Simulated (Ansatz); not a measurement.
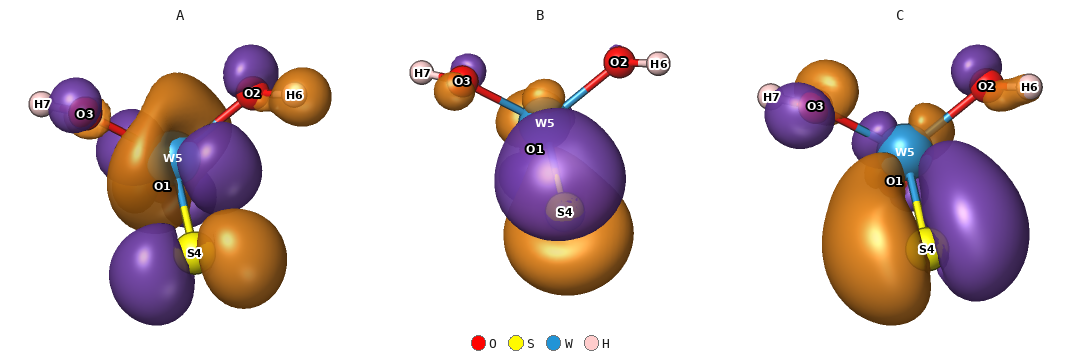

Figure 1: H$_{2}$O$_{3}$SW. Three frontier orbitals at ±0.1 Å⁻³ᐟ² (orange and purple are the two phases), in no order.

Geometry: PBE0-D3(BJ)/def2-SVP; core potentials replace the inner electrons of W.

Computed with Ansatz, isolated molecule in a Gaussian basis; Kohn-Sham density functional theory, functional PBE0.

```yaml
atoms:
  - { symbol: O, position_ang: [-1.3503, -1.3486, 0.0965] }
  - { symbol: O, position_ang: [0.9694, -0.2663, 1.4560] }
  - { symbol: O, position_ang: [0.4592, 0.2338, -1.5618] }
  - { symbol: S, position_ang: [-1.4974, 1.7327, 0.6022] }
  - { symbol: W, position_ang: [-0.3254, 0.0047, 0.1278] }
  - { symbol: H, position_ang: [1.2237, 0.3292, 2.1699] }
  - { symbol: H, position_ang: [0.3636, -0.3336, -2.3352] }
```

**Which picture is the HOMO−1, the HOMO and the LUMO?**

C is the HOMO−1 (−8.15 eV). Its weight (Hirshfeld) is mainly on S4 (about 65 %) and W5 (about 20 %). B is the HOMO (−7.61 eV). By Hirshfeld shares it lies mainly on S4 (about 70 %), O1 (about 15 %) and W5 (about 10 %); largely a lone pair of S4. A is the LUMO (−2.30 eV). It lies mainly on W5 (about 55 %), S4 (about 25 %) and O1 (about 5 %).

**What is the HOMO–LUMO gap?**

5.31 eV between the orbital energies.
